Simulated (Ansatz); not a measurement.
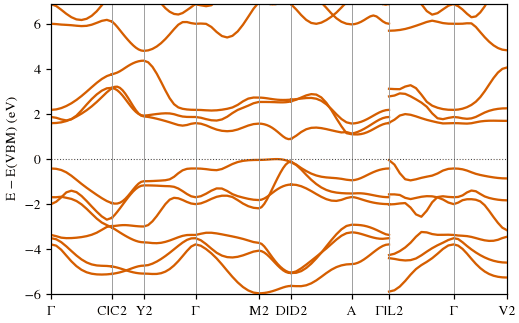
Figure: Band structure from r²SCAN+D4 (plane waves, PAW; program Ansatz)

The gap is 0.87 eV; an edge lies off the plotted path or next to a special point (maximum off the standard path, minimum on the M2–D line, 94 % of the way from M2).

The material is TeSe₂ in space group C2 (No. 5; Te on 2b, Se on 4c).

The first step of the workflow began from a Materials Project structure, measured or hypothetical; the Crystallography Open Database copy checked does not list it. Whether it is the stable phase at ambient conditions was not checked. The r²SCAN+D4 relaxation kept the symmetry of its start; whether a distortion lowers the energy is not shown. Scalar-relativistic: spin–orbit coupling is off unless named, which matters more the heavier the elements.

Potentials: the later of the program's two PAW sets.
